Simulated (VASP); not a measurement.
Band structure of LiH (rock salt). Calculation: MS2 meta-GGA, VASP's PBE PAW potentials (set 64) (plane waves; VASP 6.6.1).

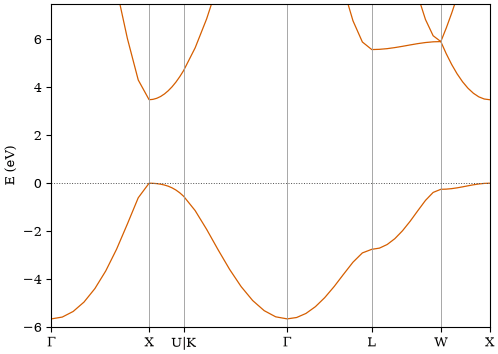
*Bands along high-symmetry lines, zero at the valence-band maximum or, without a gap, the Fermi level*

### Question
Read the plot: is there a gap, and where are the band edges?

### Answer
The gap is direct, 3.48 eV, from the valence maximum at X to the conduction minimum at X.

The compound is LiH in the rock salt structure. It was relaxed first, which changed the volume by -10 %.
